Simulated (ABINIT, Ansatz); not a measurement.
**Quasiparticle gap of MoF6 (Im-3m) in ABINIT**

Wanted: ground state, empty states, screening and self-energy for MoF6 (Im-3m).

Method: LDA and many-body steps on it, plane waves, in ABINIT 10.8.3.

**1. Starting point**

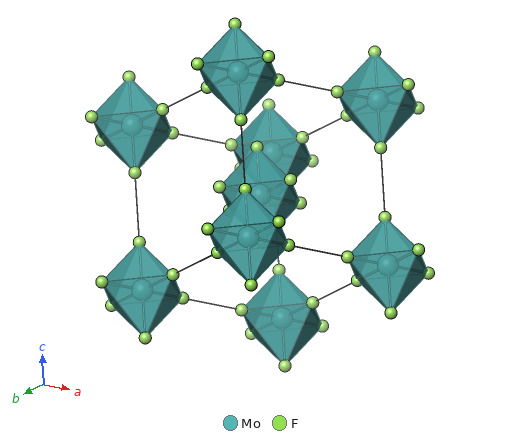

The cell as given, from a free direction (molybdenum teal, fluorine green). This picture shows the conventional cell, with its axes. Some periodic images of atoms are drawn too.

The cell and positions are those that the Materials Project relaxed with its own functionals (PBE, PBE+U or r2SCAN), kept fixed.

**2. Ground state**

This step: ABINIT 10.8.3; DFT, LDA, plane waves, norm-conserving pseudopotentials.

The ground-state density comes first.

run.abi

```
acell 3*1.0 Angstrom
rprim 
  -3.167343216100 3.167343216100 3.167343216100
  3.167343216100 -3.167343216100 3.167343216100
  3.167343216100 3.167343216100 -3.167343216100
ntypat 2
znucl 42 9
natom 7
typat 1 2 2 2 2 2 2
xred 
  0.000000000000 0.000000000000 0.000000000000
  0.710671220000 0.710671220000 0.000000000000
  0.289328780000 0.289328780000 0.000000000000
  0.000000000000 0.289328780000 0.289328780000
  0.000000000000 0.710671220000 0.710671220000
  0.710671220000 0.000000000000 0.710671220000
  0.289328780000 0.000000000000 0.289328780000
pp_dirpath "pseudos"
pseudos "Mo.upf, F.upf"
ecut 36
ngkpt 6 6 6
nshiftk 1
shiftk 0 0 0
kptopt 1
chksymbreak 0
nband 35
occopt 1
tolvrs 1e-10
nstep 60
prtwf 0
optforces 0
optstress 0
indata_prefix "in"
outdata_prefix "out"
tmpdata_prefix "tmp"
```

Command:

```
$ OMP_NUM_THREADS=1 mpirun -n 4 abinit run.abi > log
```

Numbers of over 12 decimals in the logs are rounded to 6 here.

The program printed:

```text
.Version 10.8.3 of ABINIT. v10.8.2 released Aug 2026.

 Symmetries : space group Im -3 m (#229); Bravais cI (body-center cubic)
================================================================================
 Values of the parameters that define the memory need of the present run
     intxc =       0    ionmov =       0      iscf =       7    lmnmax =       6
     lnmax =       6     mgfft =      60  mpssoang =       3    mqgrid =    3001
     natom =       7  nloc_mem =       1    nspden =       1   nspinor =       1
    nsppol =       1      nsym =      48    n1xccc =    2501    ntypat =       2
    occopt =       1   xclevel =       1
-    mband =          35        mffmem =           1         mkmem =           4
       mpw =        8884          nfft =      216000          nkpt =          16
================================================================================
  Rough estimation (10% accuracy) of disk space for files :
================================================================================

--------------------------------------------------------------------------------
------------- Echo of variables that govern the present computation ------------
--------------------------------------------------------------------------------
 -outvars: echo values of preprocessed input variables --------
            acell      1.8897261259E+00  1.8897261259E+00  1.8897261259E+00 Bohr

      chksymbreak           0
             ecut      3.60000000E+01 Hartree
-          fftalg         312

              ixc       -1012
              kpt      0.00000000E+00  0.00000000E+00  0.00000000E+00
                       1.66666667E-01  0.00000000E+00  0.00000000E+00
                       3.33333333E-01  0.00000000E+00  0.00000000E+00
                       5.00000000E-01  0.00000000E+00  0.00000000E+00
                       1.66666667E-01  1.66666667E-01  0.00000000E+00
                       3.33333333E-01  1.66666667E-01  0.00000000E+00
                       3.33333333E-01  3.33333333E-01  0.00000000E+00
                       1.66666667E-01  1.66666667E-01  1.66666667E-01
                       3.33333333E-01  1.66666667E-01  1.66666667E-01
   [... 5 further rows ...]
                       5.00000000E-01  5.00000000E-01  3.33333333E-01
                       5.00000000E-01  5.00000000E-01  5.00000000E-01
         kptrlatt        6    0    0      0    6    0      0    0    6
          kptrlen      6.22022181E+01
P           mkmem           4
            natom           7
            nband          35
            ngfft          60      60      60
             nkpt          16
            nstep          60
             nsym          48
           ntypat           2
              occ      2.000000  2.000000  2.000000  2.000000  2.000000  2.000000
                       2.000000  2.000000  2.000000  2.000000  2.000000  2.000000
                       2.000000  2.000000  2.000000  2.000000  2.000000  2.000000
                       2.000000  2.000000  2.000000  2.000000  2.000000  2.000000
                       2.000000  2.000000  2.000000  2.000000  0.000000  0.000000
                       0.000000  0.000000  0.000000  0.000000  0.000000
        optforces           0
        optstress           0
            prtwf           0
            rprim     -3.1673432161E+00  3.1673432161E+00  3.1673432161E+00
[...]
spgroup         229

           tolvrs      1.00000000E-10

             xred      0.0000000000E+00  0.0000000000E+00  0.0000000000E+00
[...]
znucl       42.00000    9.00000

================================================================================

 chkinp: Checking input parameters for consistency.

================================================================================
== DATASET  1 ==================================================================
-   mpi_nproc: 4, omp_nthreads: 1 (-1 if OMP is not activated)

--- !DatasetInfo
iteration_state: {dtset: 1, }
dimensions: {natom: 7, nkpt: 16, mband: 35, nsppol: 1, nspinor: 1, nspden: 1, mpw: 8884, }
cutoff_energies: {ecut:  36.0, pawecutdg:  -1.0, }
electrons: {nelect:   5.60000000E+01, charge:   0.00000000E+00, occopt:   1.00000000E+00, tsmear:   1.00000000E-02, }

 Real(R)+Recip(G) space primitive vectors, cartesian coordinates (Bohr,Bohr^-1):
 R(1)= -5.9854112  5.9854112  5.9854112  G(1)=  0.0000000  0.0835364  0.0835364
 R(2)=  5.9854112 -5.9854112  5.9854112  G(2)=  0.0835364  0.0000000  0.0835364
 R(3)=  5.9854112  5.9854112 -5.9854112  G(3)=  0.0835364  0.0835364  0.0000000
 Unit cell volume ucvol=  8.5771296E+02 bohr^3
 Angles (23,13,12)=  1.09471221E+02  1.09471221E+02  1.09471221E+02 degrees

 getcut: wavevector=  0.0000  0.0000  0.0000  ngfft=  60  60  60
         ecut(hartree)=     36.000   => boxcut(ratio)=   2.14279

--- Pseudopotential description ------------------------------------------------
- Mo Generated using ONCVPSP code by D. R. Hamann
- 42.00000  14.00000  180309                  znucl, zion, pspdat
12 -1012 2 -1 1602                            pspcod,pspxc,lmax,lloc,mmax
     nproj     2     2     2
  pspatm : epsatm=   15.87300509
         --- l  ekb(1:nproj) -->
[...]
pspatm: atomic psp has been read  and splines computed

- F Generated using ONCVPSP code by D. R. Hamann
-  9.00000   7.00000  201202                  znucl, zion, pspdat
12 -1012 2 -1 824                             pspcod,pspxc,lmax,lloc,mmax
     nproj     2     2     1
  pspatm : epsatm=    4.94580260
         --- l  ekb(1:nproj) -->
[...]
2   -2.364936
 pspatm: atomic psp has been read  and splines computed

   2.55067796E+03                                ecore*ucvol(ha*bohr**3)
--------------------------------------------------------------------------------

_setup2: Arith. and geom. avg. npw (full set) are    8843.819    8843.793

================================================================================

--- !BeginCycle
iteration_state: {dtset: 1, }
solver: {iscf: 7, nstep: 60, nline: 4, wfoptalg: 0, }
tolerances: {tolvrs: 1.00E-10, }

     iter   Etot(hartree)      deltaE(h)  residm     vres2
 ETOT  1  -216.94706074735    -2.169E+02 1.592E-01 5.638E+03
 ETOT  2  -214.82167472259     2.125E+00 1.306E-01 1.767E+04
 ETOT  3  -217.82249147432    -3.001E+00 3.086E-02 9.630E+02
 ETOT  4  -217.83346056289    -1.097E-02 9.176E-03 9.124E+02
 ETOT  5  -217.77723190528     5.623E-02 4.301E-04 1.359E+03
 ETOT  6  -217.77764137351    -4.095E-04 3.961E-04 1.384E+03
 ETOT  7  -217.93247921330    -1.548E-01 4.875E-02 3.008E+01
 ETOT  8  -217.93717986186    -4.701E-03 2.812E-03 1.220E+01
 ETOT  9  -217.93861787719    -1.438E-03 1.219E-02 6.545E-02
 ETOT 10  -217.93862769063    -9.813E-06 3.308E-04 1.142E-02
 ETOT 11  -217.93862972107    -2.030E-06 1.991E-04 3.714E-04
 ETOT 12  -217.93862976630    -4.523E-08 3.010E-05 2.333E-05
 ETOT 13  -217.93862976953    -3.230E-09 1.208E-05 8.447E-08
 ETOT 14  -217.93862976956    -2.808E-11 1.528E-05 3.345E-10
 ETOT 15  -217.93862976954     1.998E-11 1.170E-05 1.877E-12

 At SCF step   15       vres2   =  1.88E-12 < tolvrs=  1.00E-10 =>converged.

--- !ResultsGS
iteration_state: {dtset: 1, }
comment   : Summary of ground state results
lattice_vectors:
- [ -5.9854112,   5.9854112,   5.9854112, ]
- [  5.9854112,  -5.9854112,   5.9854112, ]
- [  5.9854112,   5.9854112,  -5.9854112, ]
lattice_lengths: [  10.36704,   10.36704,   10.36704, ]
lattice_angles: [109.471, 109.471, 109.471, ] # degrees, (23, 13, 12)
lattice_volume:   8.5771296E+02
convergence: {deltae:  1.998E-11, res2:  1.877E-12, residm:  1.170E-05, diffor:  0.000E+00, }
etotal    :  -2.17938630E+02
entropy   :   0.00000000E+00
fermie    :  -1.61239442E-01
cartesian_stress_tensor: null
pressure_GPa: null
xred      :
- [  0.0000E+00,   0.0000E+00,   0.0000E+00, Mo]
- [  7.1067E-01,   7.1067E-01,   1.6364E-17,  F]
- [  2.8933E-01,   2.8933E-01,   6.6623E-18,  F]
- [  6.6623E-18,   2.8933E-01,   2.8933E-01,  F]
- [  1.6364E-17,   7.1067E-01,   7.1067E-01,  F]
- [  7.1067E-01,   1.6364E-17,   7.1067E-01,  F]
- [  2.8933E-01,   6.6623E-18,   2.8933E-01,  F]
cartesian_forces: null
force_length_stats: {min: null, max: null, mean: null, }

 Integrated electronic density in atomic spheres:
 ------------------------------------------------
 Atom  Sphere_radius  Integrated_density
[...]
================================================================================

 ----iterations are completed or convergence reached----

 Mean square residual over all n,k,spin=   29.609E-09; max=  11.695E-06
 reduced coordinates (array xred) for    7 atoms
[...]
0.000000000000      0.289328780000      0.289328780000
       0.000000000000      0.710671220000      0.710671220000
       0.710671220000      0.000000000000      0.710671220000
       0.289328780000      0.000000000000      0.289328780000
 rms dE/dt=  0.0000E+00; max dE/dt=  0.0000E+00; dE/dt below (all hartree)
    1       0.000000000000      0.000000000000      0.000000000000
    2       0.000000000000      0.000000000000      0.000000000000
    3       0.000000000000      0.000000000000      0.000000000000
    4       0.000000000000      0.000000000000      0.000000000000
    5       0.000000000000      0.000000000000      0.000000000000
    6       0.000000000000      0.000000000000      0.000000000000
    7       0.000000000000      0.000000000000      0.000000000000

 cartesian coordinates (angstrom) at end:
    1      0.000000     0.000000     0.000000
    2     -0.000000     0.000000     4.501879
    3      0.000000    -0.000000     1.832807
    4      1.832807    -0.000000     0.000000
    5      4.501879     0.000000    -0.000000
    6     -0.000000     4.501879     0.000000
    7     -0.000000     1.832807     0.000000
 length scales=  1.889726125908  1.889726125908  1.889726125908 bohr
              =  1.000000000000  1.000000000000  1.000000000000 angstroms
 prteigrs : about to open file out_EIG
 Fermi (or HOMO) energy (hartree) =  -0.16124   Average Vxc (hartree)=  -0.30134
 Eigenvalues (hartree) for nkpt=  16  k points:
 kpt#   1, nband= 35, wtk=  0.00463, kpt=  0.0000  0.0000  0.0000 (reduced coord)
  -2.38979   -1.44480   -1.44480   -1.44480   -0.89375   -0.89088   -0.89088   -0.85413
  -0.85413   -0.85413   -0.31223   -0.31223   -0.27915   -0.27915   -0.27915   -0.26408
  -0.20365   -0.20365   -0.20365   -0.19510   -0.19510   -0.19510   -0.17540   -0.17540
  -0.17540   -0.16124   -0.16124   -0.16124    0.00079    0.00079    0.00079    0.16447
   0.16546    0.16546    0.39215
 prteigrs : prtvol=0 or 1, do not print more k-points.

--- !EnergyTerms
iteration_state     : {dtset: 1, }
comment             : Components of total free energy in Hartree
kinetic             :  1.17731989074921E+02
hartree             :  9.44339805465074E+01
xc                  : -4.22526344693771E+01
Ewald energy        : -9.93626514019109E+01
psp_core            :  2.97381300595834E+00
local_psp           : -2.84306718786070E+02
non_local_psp       : -7.15640773956599E+00
total_energy        : -2.17938629769537E+02
total_energy_eV     : -5.93041223257871E+03
band_energy         : -3.18112807710798E+01

== END DATASET(S) ==============================================================
================================================================================

 -outvars: echo values of variables after computation  --------
           etotal     -2.1793862977E+02
            nband          35
             nkpt          16
          spgroup         229
 [... the other variables as echoed above ...]

 Calculation completed.
```

Run time: 2.3 min. Hardware: 4 MPI ranks of Arm Neoverse N1, shared host; peak memory 0.5 GiB; 9.3 min of CPU time.

Numbers from this step:

```yaml
total_energy: -5930.4122 eV
gap: 4.278 eV
k_of_the_valence_top: 0, 0, 0
k_of_the_conduction_bottom: 0.3333, 0.3333, 0
least_direct_gap: 4.374 eV
```

The gap is indirect, with the least direct gap 0.10 eV higher.

(Continued in part 2 of 3.)

[Paths, hosts, dates, memory and timing lines, banners, echoed tables and standing remarks are left out of the program output.]

[Logs are printed without paths, hosts, clocks, repeated set-up lines and the standing remarks that a program may print on its own settings, such as how far it seeks lower states.]

[Runs of the session that timed out or met a known fault of the program may be left out.]

[Hosts, paths, dates, database ids (printed as entryN), source tags and the programs' standing remarks are cut or masked in the printed files.]

[G0W0 gaps are taken among the corrected bands and points alone; a level outside them can change the order at an edge.]

[Where Ansatz stands beside ABINIT at settings called matched, ABINIT's density can come from a denser mesh and the files from another edition; pairs whose starting gaps differed by over 0.03 eV were left out, so agreement reads better than it is.]
